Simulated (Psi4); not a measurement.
**InH5O (In(H2O)H3): FNO-CCSD/LANL2DZ (core potential, Cartesian functions)**

What is the energy change on altering one bond length of InH5O (In(H2O)H3) at FNO-CCSD/LANL2DZ (core potential, Cartesian functions)? 

Program for the calculation: Psi4 1.11.

1 further run of the same task is left out (it didn't finish).

## Step 1: The structure to begin with

InH5O has 7 atoms, charge 0, and is taken as a singlet. SMILES: `[H][In]([H])([H])<-[OH2]`. The shape comes from GFN2-xTB, which is rough for such elements, and wasn't checked as a minimum.

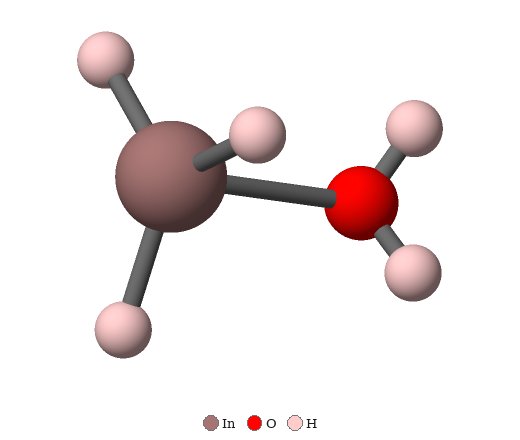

The structure, seen from a chosen angle (indium brown, oxygen red, hydrogen pink).

## Step 2: Energy and gradient at FNO-CCSD/LANL2DZ (core potential, Cartesian functions)

Contents of h5ino.xyz:

```xyz
7
H5InO
In     0.081900    -0.120640    -1.085250
O      0.069870    -0.087580     1.327060
H     -0.816510    -0.186890     1.694150
H      0.465540     0.701390     1.715170
H      1.765070    -0.083490    -1.275430
H     -0.782020     1.350340    -1.158040
H     -0.783850    -1.573120    -1.217660
```

Contents of job.py:

```python
import psi4

psi4.set_memory('1600 MB')
psi4.set_num_threads(1)
psi4.set_output_file('h5ino.out', False)

with open('h5ino.xyz') as f:
    atoms = ''.join(f.readlines()[2:])
mol = psi4.geometry('0 1\n' + atoms + '')

options = {'reference': 'rhf', 'scf_type': 'pk', 'num_frozen_docc': 0}
psi4.set_options(options)

result = psi4.gradient('fno-ccsd/LANL2DZ', molecule=mol)
print('gradient / Eh bohr^-1')
print(result.np.round(6))
for k, v in sorted(psi4.core.scalar_variables().items()):
    print(f'{k:45s} {v:18.10f}')
```

Started as:

```bash
$ python job.py
```

h5ino.out:

```text
[...]
    !!!  WARNING: ECP capability is in beta. Please check occupations closely.  !!!
[...]
  Running in c1 symmetry.
[...]
  Nuclear repulsion =   23.886478328583706
[...]
  Multiplicity = 1
[...]
  Nalpha       = 8
  Nbeta        = 8
[...]
    Number of basis functions: 27
[...]
   @RHF iter   1:   -79.44900814914421   -8.42648e-01   1.31154e-02 DIIS/ADIIS
[...]
      * MP2 total energy:                    -79.680117333436
[...]
      * MP2 total energy:                    -79.680117333436
[...]
   @RHF iter  12:   -79.51374164749406   -1.42109e-14   5.72939e-11 DIIS
[...]
    Orbital Energies [Eh]
    ---------------------
    Doubly Occupied:
       1A    -20.630098     2A     -1.429841     3A     -0.792213
       4A     -0.663940     5A     -0.594368     6A     -0.511353
       7A     -0.385303     8A     -0.382018
[...]
  @RHF Final Energy:   -79.51374164749406
   => Energetics <=
    Nuclear Repulsion Energy =             23.8834112645002712
    One-Electron Energy =                -156.0160387775273705
    Two-Electron Energy =                  52.6188858655330378
    Total Energy =                        -79.5137416474940721
[...]
 Multipole Moments:
 ------------------------------------------------------------------------------------
     Multipole            Electronic (a.u.)      Nuclear  (a.u.)        Total (a.u.)
 ------------------------------------------------------------------------------------
 L = 1.  Multiply by 2.5417464519 to convert [e a0] to [Debye]
 Dipole X            :          0.6776428           -1.0738998           -0.3962570
 Dipole Y            :         -1.1595964            1.7336678            0.5740714
 Dipole Z            :        -35.0604407           36.5217612            1.4613205
 Magnitude           :                                                    1.6192699
[...]
      * MP2 total energy:                    -79.680187840971
[...]
      * MP2 total energy:                    -79.680187840971
[...]
      * MP3 total energy:                    -79.691370965947
[...]
      * CCSD total energy:                   -79.702193935085
[...]
```

It took 21 s on 1 thread of Intel Xeon 6975P-C (Granite Rapids), shared host; peak memory 0.2 GiB.

## Step 3: The distorted shape

Contents of input.dat:

```
memory 1.6 GB

molecule {
  0 1
  In    -0.004670    -0.265879    -1.098490
  O     -0.016700    -0.232819     1.313820
  H     -0.903080    -0.332129     1.680910
  H      0.378970     0.556151     1.701930
  H      1.678500    -0.228729    -1.288670
  H     -0.868590     1.205101    -1.171280
  H     -0.783850    -1.573120    -1.217660
}

set reference rhf
set scf_type pk
set num_frozen_docc 0

result = gradient('fno-ccsd/LANL2DZ')
print_variables()
```

Started as:

```bash
$ psi4 -i input.dat -o output.dat -n 1
```

output.dat:

```text
[...]
    !!!  WARNING: ECP capability is in beta. Please check occupations closely.  !!!
[...]
  Running in c1 symmetry.
[...]
  Nuclear repulsion =   24.064779565520322
[...]
  Multiplicity = 1
[...]
  Nalpha       = 8
  Nbeta        = 8
[...]
    Number of basis functions: 27
[...]
   @RHF iter   1:   -79.43744107830386   -8.42887e-01   1.31251e-02 DIIS/ADIIS
[...]
      * MP2 total energy:                    -79.667524261097
[...]
      * MP2 total energy:                    -79.667524261097
[...]
   @RHF iter  12:   -79.50154218385393    2.84217e-14   5.35765e-11 DIIS
[...]
    Orbital Energies [Eh]
    ---------------------
    Doubly Occupied:
       1A    -20.628291     2A     -1.428120     3A     -0.790566
       4A     -0.663097     5A     -0.593391     6A     -0.520383
       7A     -0.393483     8A     -0.379095
[...]
  @RHF Final Energy:   -79.50154218385393
   => Energetics <=
    Nuclear Repulsion Energy =             24.0680798803516431
    One-Electron Energy =                -156.3463912047286044
    Two-Electron Energy =                  52.7767691405230437
    Total Energy =                        -79.5015421838539282
[...]
 Multipole Moments:
 ------------------------------------------------------------------------------------
     Multipole            Electronic (a.u.)      Nuclear  (a.u.)        Total (a.u.)
 ------------------------------------------------------------------------------------
 L = 1.  Multiply by 2.5417464519 to convert [e a0] to [Debye]
 Dipole X            :          0.4586181           -0.9297120           -0.4710939
 Dipole Y            :         -1.5306241            1.9755726            0.4449484
 Dipole Z            :        -35.0999253           36.5438133            1.4438880
 Magnitude           :                                                    1.5826311
[...]
      * MP2 total energy:                    -79.667268902063
[...]
      * MP2 total energy:                    -79.667268902063
[...]
      * MP3 total energy:                    -79.678075068462
[...]
      * CCSD total energy:                   -79.688547553688
[...]
```

Run time: 20 s. Hardware: 1 thread of Intel Xeon 6975P-C (Granite Rapids), shared host; peak memory 0.2 GiB.

## Step 4: Summary of results

At FNO-CCSD/LANL2DZ (core potential, Cartesian functions):

| quantity | value |
| --- | --- |
| first shape: total energy | -79.70211 Eh |
| first shape: correlation energy | -188.4 mEh |
| first shape: T1 diagnostic | 0.010 |
| first shape: largest force on an atom | 0.950 eV/Å |
| distorted shape: total energy | -79.68882 Eh |
| distorted shape: correlation energy | -187.0 mEh |
| distorted shape: T1 diagnostic | 0.010 |
| distorted shape: largest force on an atom | 3.794 eV/Å |
| energy change with the In1–H7 bond shortened from 1.696 to 1.526 Å | 0.362 eV |

In words: With the In1–H7 bond shortened from 1.696 to 1.526 Å the energy rises by 0.36 eV (34.9 kJ/mol). The first shape isn't relaxed at this level, so the change isn't measured from a minimum. The largest force (first shape) is 0.95 eV/Å: the shape isn't a stationary point for this species at this level.
